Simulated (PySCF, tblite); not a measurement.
# AlBH5O5S−, a fragment of a glass network (dimer): NMR shifts, core binding energies and electronic excitations

Aim: the NMR shifts, core binding energies and electronic excitations of `OB(O)[S][Al-]([OH])([OH])[OH]`. It is drawn as: B3 Al, H ends, S bridges.

Computed with tblite 0.8.0 and PySCF 2.14.0; each step states its level. No surroundings beyond the atoms listed, unless a continuum is named. Atoms count from 0, parts from 1.

## 1. Starting point

13 atoms, charge -1, multiplicity 1; geometry: distance geometry start.

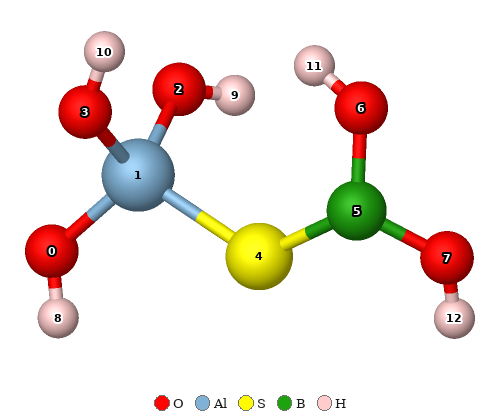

The starting geometry (oxygen red, aluminium light blue, sulfur yellow, boron green, hydrogen pink), atoms numbered.

## 2. Geometry optimisation with GFN2-xTB

The job: settings as JSON, then the geometry in Å.

```
{"job": {"kind": "relax", "xc": "GFN2-xTB", "basis": "xTB"}, "charge": -1, "multiplicity": 1}
O     -1.774542    -2.871248    -0.796839
Al    -1.273598    -1.116151    -0.516672
O     -1.868804    -0.044439    -1.941022
O     -2.055224    -0.494065     1.080492
S      0.970739    -0.940779    -0.358653
B      1.922713     0.603821     0.134152
O      1.123748     1.879813     0.210533
O      3.297894     0.737049    -0.453190
H     -1.152917    -3.624484    -0.895700
H     -1.322800     0.223820    -2.692843
H     -2.278164     0.441975     1.277178
H      0.152693     1.932254     0.109656
H      3.810761     0.006361    -0.816177
```

Method: GFN2-xTB geometry optimisation, gas phase.

Launch:

```
$ OMP_NUM_THREADS=1 python cluster_run.py task.json out
```

This one command runs all jobs of the session in turn.

**Question.** The jobs that follow are: PBE0-D3(BJ)/def2-SVP geometry optimisation, gas phase; GIAO PBE0/aug-pcSseg-1 NMR shielding, non-relativistic, gas phase; delta-SCF UKS SCAN, aug-pcX-2 on the ionised atom, aug-pcseg-1 elsewhere, spin-free X2C; TDDFT CAM-B3LYP/def2-SVPD, vertical, gas phase, core orbitals frozen in the response. Predict: point group; rotational constants (main isotopes); shieldings of H, O (PBE0/aug-pcSseg-1); O1s binding energies, SCAN/aug-pcX-2 (standing for 3 of 5 atoms); S2p binding energies, SCAN/aug-pcX-2; B1s binding energies, SCAN/aug-pcX-2; lowest singlet (CAM-B3LYP/def2-SVPD); brightest single state of those computed; lowest triplet; vertical ionisation energy (ΔSCF).

**Answer**, as computed:

| quantity | value |
| --- | --- |
| point group | C1 |
| rotational constants (main isotopes) | 2.28, 0.86, 0.78 GHz |
| shieldings of H, O (PBE0/aug-pcSseg-1) | H11 19.6, H12 28.6, H10 31.5, H8 31.9, H9 32.4, O6 171.6, O7 188.2, O0 275.5 ppm and more |
| O1s binding energies, SCAN/aug-pcX-2 (standing for 3 of 5 atoms) | O7 534.78, O6 533.82, O0 533.04 eV |
| S2p binding energies, SCAN/aug-pcX-2 | S4 164.04 eV |
| B1s binding energies, SCAN/aug-pcX-2 | B5 193.15 eV |
| lowest singlet (CAM-B3LYP/def2-SVPD) | 5.27 eV (235 nm), f = 0.044 |
| brightest single state of those computed | state 3, 6.02 eV, f = 0.146 |
| lowest triplet | 5.15 eV |
| vertical ionisation energy (ΔSCF) | 5.11 eV |

What this shows: The start of the PBE0/def2-SVP relaxation was shaken at random by about 0.01 Å, so part of the energy gained, and of the first lengths quoted, undoes that. Relaxing lowered the energy by 0.793 eV in 18 steps; the close pair that moved most is Al1–O3, from 1.708 to 1.789 Å (PBE0/def2-SVP). At PBE0/aug-pcSseg-1: The largest span, 206 ppm, is at O6, where the paramagnetic term is -257 ppm. At SCAN/aug-pcX-2: O7 (oxygen bonded to B, H) binds its O1s electron 1.74 eV more tightly than O0 (oxygen bonded to Al, H). Only 3 of the 5 O atoms are covered by sound results. The first singlet state (HOMO→LUMO 0.91) lies at 5.27 eV and is weak; of the 6 states computed, the strongest absorption comes from state 3 at 6.02 eV. The lowest triplet lies 0.13 eV below the lowest singlet (triplets in Tamm-Dancoff, singlets in full TDDFT). In the gas-phase run even the lowest singlet lies above the computed detachment energy of this anion, so its states are not to be taken as bound. At CAM-B3LYP/def2-SVPD, all states lie near or above the ionisation energy, where they hang on the basis. The orbital energy would give 4.29 eV for ionisation, ΔSCF gives 5.11 eV. A capped cluster stands for the solid here, so long-range fields and strain are missing, and bands or shifts of the capping hydrogens have no counterpart in it.
